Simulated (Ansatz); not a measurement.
# SiH₂ (singlet): one geometry, many settings at angle H2–Si1–H3 = 162.0°

Aim: run SiH₂ (singlet) at one geometry under a spread of methods and options, and see what each costs and gives.

The runs use Ansatz 0.2.0, Gaussian basis; the settings change from run to run.

9 further runs of the same task are left out: 1 for a mislabelled method, 7 that didn't finish, 1 set aside as unsound or not needed.

**1. What is computed**

The geometry derives from a PBE0/def2-TZVP stationary point (not a proven minimum). One angle is set to the value named; bond lengths are kept.

3 atoms, charge 0, spin multiplicity 1.

Atoms are counted from 1 here; the program's logs count them from 0.

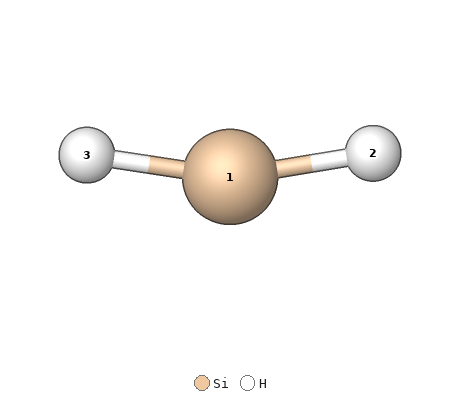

The geometry (silicon light orange, hydrogen white); atoms are numbered from 1 in the order of the file.

**2. NEVPT4(SD)(4,3)/def2-mTZVP**

Contents of in.yaml:

```yaml
crystal:
  periodic: [false, false, false]
  atoms:
    - {symbol: Si, position_ang: [0.000000, -0.015982, 0.000000]}
    - {symbol: H, position_ang: [0.000000, 0.222665, -1.506755]}
    - {symbol: H, position_ang: [0.000000, 0.222665, 1.506755]}
basis:
  gaussian: {orbitals: def2-mTZVP}
correlation: {method: fic_nevpt4_sd, electrons: outside_noble_gas, active_space: {window: {electrons: 4, orbitals: 3}}}
accuracy: high
```

Started as:

```
> ansatz run in.yaml --threads 1 --pin off --events-out ev --progress --plain --max-ram 2393MiB
```

Log:

```text
Functional definition: HF
  name "HF"
  cite "Fock, Z. Phys. 61, 126 (1930) doi:10.1007/BF01340294"
  parent pbe
  exchange = exact_x
  correlation = 0
447 factors; integrals over basis functions are off by at most 3.7e-9 eV
mean field evaluation 1: about -7888.5186 eV, gradient 8.5e0 eV
mean field evaluation 2: about -7888.5193 eV, gradient 8.5e0 eV
mean field evaluation 4: about -7888.8948 eV, gradient 5.9e-1 eV
mean field evaluation 8: about -7888.9051 eV, gradient 4.0e-2 eV
mean field evaluation 16: about -7888.2140 eV, gradient 4.8e-1 eV
mean field evaluation 32: about -7888.9037 eV, gradient 1.5e-1 eV
mean field -7888.90516059 eV, -289.9119173598 hartree, gradient 5.9e-8 eV, S^2 0.000000; 6 other end points of the search recorded, 0 dependent functions left out; unrestricted orbitals would lower it
reference -7888.90516059 eV, -289.9119173598 hartree; 8, 8 occupied and 20, 20 virtual orbitals, 447 factors
state -7889.46641567 eV, -289.9325431036 hartree
state -7889.46641567 eV, -289.9325431036 hartree; corrected -7891.45474510 eV, -290.0056128623 hartree
state -7889.41972365 eV, -289.9308272033 hartree
state -7889.41972365 eV, -289.9308272033 hartree; corrected -7891.65487764 eV, -290.0129675975 hartree
state -7889.41972365 eV, -289.9308272033 hartree; corrected -7891.65487764 eV, -290.0129675975 hartree
the orbitals are reached from a further start. From the first start the search ends at -7889.46640816 eV, -289.9325428276 hartree
WARN: the results are in doubt because another end's mean lies 0.047 eV lower, and its corrected mean 0.200 eV higher
Total energy: -7891.65487764 eV, -290.0129675975 hartree
In doubt: another end's mean lies 0.047 eV lower, and its corrected mean 0.200 eV higher
```

Run time: 0.84 s. Hardware: 1 thread of Intel Xeon 6975P-C, shared host.

From the report: 5 determinants; active occupations 2.00, 1.63, 0.37. The program marks this result as in doubt; its last lines say why.

**3. CCSD on RHF/STO-3G**

Contents of in.yaml:

```yaml
crystal:
  periodic: [false, false, false]
  atoms:
    - {symbol: Si, position_ang: [0.000000, -0.015982, 0.000000]}
    - {symbol: H, position_ang: [0.000000, 0.222665, -1.506755]}
    - {symbol: H, position_ang: [0.000000, 0.222665, 1.506755]}
basis:
  gaussian: {orbitals: STO-3G}
magnetization: {spin_polarized: false}
correlation: {method: ccsd, electrons: all}
accuracy: high
output: {forces: true}
```

The command is unchanged.

Log, shortened:

```text
Functional definition: HF
  name "HF"
  cite "Fock, Z. Phys. 61, 126 (1930) doi:10.1007/BF01340294"
  parent pbe
[...]
163 factors; integrals over basis functions are off by at most 7.1e-9 eV
[...]
mean field -7795.90199491 eV, -286.4941140607 hartree, gradient 5.5e-9 eV, S^2 0.000000; 5 other end points of the search recorded, 0 dependent functions left out; unrestricted orbitals would lower it
[...]
determinant -7795.90199491 eV, -286.4941140607 hartree, with singles and doubles -7797.88470004 eV, -286.5669771302 hartree
determinant -7794.79944215 eV, -286.4535959941 hartree, with singles and doubles -7795.91097174 eV, -286.4944439530 hartree
unrestricted determinant -7797.22691493 eV, -286.5428039735 hartree, S^2 0.9724
reference -7795.90199491 eV, -286.4941140607 hartree; 8, 8 occupied and 3, 3 virtual orbitals, 163 factors
second order -1.08706989 eV of doubles, -0.00000000 eV of singles
cycle   1  -1.98327408 eV  change   -5.7e-4 eV  update   5.6e-3
[...]
cycle  19  -1.99863401 eV  change  -3.1e-11 eV  update  2.2e-10
[...]
Total energy: -7797.90062892 eV, -286.5675625058 hartree
Atom 0 at     0.000000    -0.015982     0.000000 Å, force    -0.000000    -6.768855     0.000000 eV/Å
Atom 1 at     0.000000     0.222665    -1.506755 Å, force     0.000000     3.384428     0.686523 eV/Å
Atom 2 at     0.000000     0.222665     1.506755 Å, force     0.000000     3.384428    -0.686523 eV/Å
Dipole moment:     0.000000     0.387973    -0.000000 e Å
```

Wall time 0.18 s (1 thread of Intel Xeon 6975P-C, shared host).

From the report: correlation -1.9986 eV; T1 0.028; largest double amplitude 0.33.

**4. HF/cc-pVDZ**

Contents of in.yaml:

```yaml
crystal:
  periodic: [false, false, false]
  atoms:
    - {symbol: Si, position_ang: [0.000000, -0.015982, 0.000000]}
    - {symbol: H, position_ang: [0.000000, 0.222665, -1.506755]}
    - {symbol: H, position_ang: [0.000000, 0.222665, 1.506755]}
basis:
  gaussian: {orbitals: cc-pVDZ, fitting: {mean_field: def2-universal-jkfit}}
magnetization: {spin_polarized: true, initial_magnetization: 0}
hamiltonian: {xc: hf}
output: {forces: true, orbitals: {seedname: orbitals}}
```

Same command.

Log, shortened:

```text
Functional definition: HF
  name "HF"
  cite "Fock, Z. Phys. 61, 126 (1930) doi:10.1007/BF01340294"
  parent pbe
[...]
164 factors; integrals over basis functions are off by at most 3.8e-1 eV
[...]
mean field -7890.12802302 eV, -289.9568567252 hartree, gradient 1.2e-7 eV, S^2 0.991189; 6 other end points of the search recorded, 0 dependent functions left out
[...]
reference -7890.12802302 eV, -289.9568567252 hartree; 8, 8 occupied and 20, 20 virtual orbitals, 164 factors
Total energy: -7890.12802302 eV, -289.9568567252 hartree
Atom 0 at     0.000000    -0.015982     0.000000 Å, force    -0.000000    -2.897461    -0.000000 eV/Å
Atom 1 at     0.000000     0.222665    -1.506755 Å, force     0.000000     1.448730     0.939808 eV/Å
Atom 2 at     0.000000     0.222665     1.506755 Å, force     0.000000     1.448730    -0.939808 eV/Å
Dipole moment:     0.000000     0.216122    -0.000000 e Å
```

Wall time 0.18 s (1 thread of Intel Xeon 6975P-C, shared host).

From the report: ⟨S²⟩ of the determinant 0.991 (pure singlet: 0.00). The determinant is far from a pure spin state, so its energy mixes those of several spin states (harmless only where they are near-degenerate, as at dissociation).

**5. BCCD on RHF/x2c-TZVPPall**

Contents of in.yaml:

```yaml
crystal:
  periodic: [false, false, false]
  atoms:
    - {symbol: Si, position_ang: [0.000000, -0.015982, 0.000000]}
    - {symbol: H, position_ang: [0.000000, 0.222665, -1.506755]}
    - {symbol: H, position_ang: [0.000000, 0.222665, 1.506755]}
basis:
  gaussian: {orbitals: x2c-TZVPPall}
magnetization: {spin_polarized: false}
correlation: {method: bccd, electrons: outside_noble_gas}
scf: {lower_state_search: off}
output: {forces: true}
```

Launched as before.

Log, shortened:

```text
Functional definition: HF
  name "HF"
  cite "Fock, Z. Phys. 61, 126 (1930) doi:10.1007/BF01340294"
  parent pbe
[...]
396 factors; integrals over basis functions are off by at most 7.1e-4 eV
[...]
mean field -7905.65227115 eV, -290.5273623213 hartree, gradient 6.0e-6 eV, S^2 0.000000; 0 other end points of the search recorded, 0 dependent functions left out; unrestricted orbitals would lower it
5 core orbitals not correlated: weight in the atoms' cores, before any rotation towards them, 1.000 or more for the frozen orbitals, at most 0.000 for the correlated occupied ones
reference -7905.65227115 eV, -290.5273623213 hartree; 3, 3 occupied and 62, 62 virtual orbitals, 396 factors
second order -3.10415203 eV of doubles, -0.00000000 eV of singles
cycle   1  -3.63284791 eV  change   -5.3e-1 eV  update   7.2e-2
[...]
cycle  16  -3.95415123 eV  change    3.1e-7 eV  update   2.1e-7
[...]
Total energy: -7909.60642238 eV, -290.6726746988 hartree
Relativity: scalar
Atom 0 at     0.000000    -0.015982     0.000000 Å, force    -0.000000    -3.916663     0.000000 eV/Å
Atom 1 at     0.000000     0.222665    -1.506755 Å, force     0.000000     1.958332     0.742389 eV/Å
Atom 2 at     0.000000     0.222665     1.506755 Å, force     0.000000     1.958332    -0.742389 eV/Å
Dipole moment:     0.000000     0.300452    -0.000000 e Å
Checks for a lower state left out: starts, cluster_reference, orbital_swaps, neighbouring_geometries, increment
```

Run time: 1.9 s. Hardware: 1 thread of Intel Xeon 6975P-C, shared host.

From the report: correlation -3.9542 eV; largest double amplitude 0.23.

**6. CCSDT(Q)/B/def2-mTZVP**

in.yaml: that of step 5 with these lines changed.

```diff
@@ -7,6 +7,6 @@
 basis:
-  gaussian: {orbitals: x2c-TZVPPall}
+  gaussian: {orbitals: def2-mTZVP}
 magnetization: {spin_polarized: false}
-correlation: {method: bccd, electrons: outside_noble_gas}
-scf: {lower_state_search: off}
+hamiltonian: {xc: {name: r2SCAN}}
+correlation: {method: ccsdt_q_b, electrons: valence}
 output: {forces: true}
```

The command is unchanged.

Log, shortened:

```text
Functional definition: r2SCAN
  name "r2SCAN"
  cite "Furness, Kaplan, Ning, Perdew & Sun, J. Phys. Chem. Lett. 11, 8208 (2020) doi:10.1021/acs.jpclett.0c02405"
  cite "Furness, Kaplan, Ning, Perdew & Sun, J. Phys. Chem. Lett. 11, 9248 (2020) doi:10.1021/acs.jpclett.0c03077"
  parent r2scan
[...]
427 factors; integrals over basis functions are off by at most 6.9e-8 eV
[...]
mean field -7904.20504705 eV, -290.4741778164 hartree, gradient 1.1e-6 eV, S^2 0.000000; 6 other end points of the search recorded, 0 dependent functions left out; unrestricted orbitals would lower it
[...]
unrestricted determinant -7889.95992451 eV, -289.9506792190 hartree, S^2 0.9871
5 core orbitals not correlated: weight in the atoms' cores, before any rotation towards them, 1.000 or more for the frozen orbitals, at most 0.000 for the correlated occupied ones
reference -7888.75095873 eV, -289.9062505458 hartree; 3, 3 occupied and 20, 20 virtual orbitals, 427 factors
second order -2.03262184 eV of doubles, -0.07445472 eV of singles
cycle   1  -2.50198355 eV  change   -4.0e-1 eV  update   7.2e-2
[...]
cycle  19  -2.99096906 eV  change   -4.8e-7 eV  update   1.5e-7
perturbative correction -0.00861886 eV, -0.0003167374 hartree
[...]
Total energy: -7891.75054665 eV, -290.0164833688 hartree
Atom 0 at     0.000000    -0.015982     0.000000 Å, force    -0.000000    -3.695495     0.000000 eV/Å
Atom 1 at     0.000000     0.222665    -1.506755 Å, force     0.000000     1.847747     0.478709 eV/Å
Atom 2 at     0.000000     0.222665     1.506755 Å, force     0.000000     1.847747    -0.478709 eV/Å
Dipole moment:     0.000000     0.353204    -0.000000 e Å
```

It took 2.8 s on 1 thread of Intel Xeon 6975P-C, shared host.

From the report: correlation -2.9996 eV; T1 0.053; largest double amplitude 0.43. The orbitals are Kohn-Sham ones, so correlation energy and T1 don't compare with those on Hartree-Fock orbitals.

**7. CCSDT on UHF/6-31G**

Contents of in.yaml:

```yaml
crystal:
  periodic: [false, false, false]
  atoms:
    - {symbol: Si, position_ang: [0.000000, -0.015982, 0.000000]}
    - {symbol: H, position_ang: [0.000000, 0.222665, -1.506755]}
    - {symbol: H, position_ang: [0.000000, 0.222665, 1.506755]}
basis:
  gaussian: {orbitals: 6-31G, fitting: {mean_field: def2-universal-jkfit}}
magnetization: {spin_polarized: true, initial_magnetization: 0}
correlation: {method: ccsdt, electrons: all}
scf: {omitted_lower_state_checks: [cluster_reference]}
```

Same command.

Log, shortened:

```text
Functional definition: HF
  name "HF"
  cite "Fock, Z. Phys. 61, 126 (1930) doi:10.1007/BF01340294"
  parent pbe
[...]
164 factors; integrals over basis functions are off by at most 8.8e-2 eV
[...]
mean field -7888.87161782 eV, -289.9106846855 hartree, gradient 4.0e-8 eV, S^2 0.987257; 15 other end points of the search recorded, 0 dependent functions left out
reference -7888.87161782 eV, -289.9106846855 hartree; 8, 8 occupied and 9, 9 virtual orbitals, 164 factors
second order -1.16974467 eV of doubles, -0.00000000 eV of singles
cycle   1  -1.50253066 eV  change   -3.3e-1 eV  update   6.5e-2
[...]
cycle  21  -2.39729052 eV  change   -9.3e-7 eV  update   3.8e-7
WARN: the results are in doubt because among natural orbitals full CI differs from the method by +1.387 eV
Total energy: -7891.26890834 eV, -289.9987834873 hartree
In doubt: among natural orbitals full CI differs from the method by +1.387 eV
Checks for a lower state left out: cluster_reference
```

It took 1.6 s on 1 thread of Intel Xeon 6975P-C, shared host.

From the report: ⟨S²⟩ of the determinant 0.987 (pure singlet: 0.00); correlation -2.3973 eV; T1 0.032; largest double amplitude 0.96. The determinant is far from a pure spin state, so its energy mixes those of several spin states (harmless only where they are near-degenerate, as at dissociation). The program marks this result as in doubt; its last lines say why.

**8. The runs in one table**

Where basis and cores are those of an earlier FCI/cc-pVDZ run (-7892.5902 eV), and the state is the same kind, the miss against it is given. † marks a result that the program doubts.

```
                                     level         correlated  functions  energy (eV)  from FCI (meV)    time
              NEVPT4(SD)(4,3)/def2-mTZVP †  outside noble gas         28   -7891.6549                  0.84 s
                        CCSD on RHF/STO-3G                all         11   -7797.9006                  0.18 s
                                HF/cc-pVDZ                            28   -7890.1280          2462.2  0.18 s
                  BCCD on RHF/x2c-TZVPPall  outside noble gas         70   -7909.6064                   1.9 s
CCSDT(Q)/B/def2-mTZVP (on r2SCAN orbitals)            valence         28   -7891.7505                   2.8 s
                      CCSDT on UHF/6-31G †                all         17   -7891.2689                   1.6 s
```

**9. Results**

```
quantity                                              value
    runs                                                  6
quickest                         CCSD on RHF/STO-3G, 0.18 s
 slowest  CCSDT(Q)/B/def2-mTZVP (on r2SCAN orbitals), 2.8 s
```

Total energies in different bases, with other cores or another treatment of relativity can't be set against each other. CCSDT(Q)/B/def2-mTZVP (on r2SCAN orbitals) took 16 times as long as CCSD on RHF/STO-3G; the jobs differ in more than the method. Hartree-Fock, CASSCF and CASCI lack dynamic correlation by design.
